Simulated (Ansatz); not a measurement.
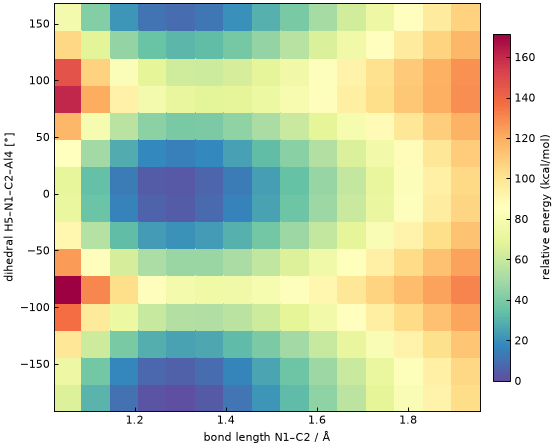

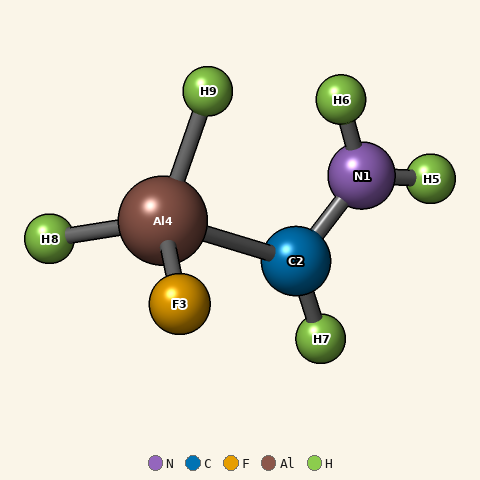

Energy landscape of CH₅AlFN. Coordinates scanned: (1) bond length N1–C2; (2) dihedral H5–N1–C2–Al4. Nothing is relaxed (all other coordinates rigid). The scan uses a 15 × 15 grid. Points are written as (first, second). Energies: kcal/mol, counted from the lowest grid point. Energies and slopes of some neighbouring points disagree (a jump in structure or state, or too coarse a mesh). The reference is spin-restricted, which grows unreliable where a bond is stretched far. The calculation used RKS PBE0-D4/def2-TZVP in Ansatz.

Drawn: one coloured cell a grid point. The second picture is the structure at the lowest point.

Q: Summarise what can be read from the map.

A: The lowest grid point is at (1.303 Å, −180°). Other grid points that lie below all their neighbours: (1.303 Å, 12°) (2.9 kcal/mol higher). The highest grid point, (1.054 Å, −84°), lies 172 kcal/mol above the lowest.

Time for the 225 points that were run: 13 min on 1 thread of Intel(R) Xeon(R) 6975P-C (Granite Rapids) (shared host).
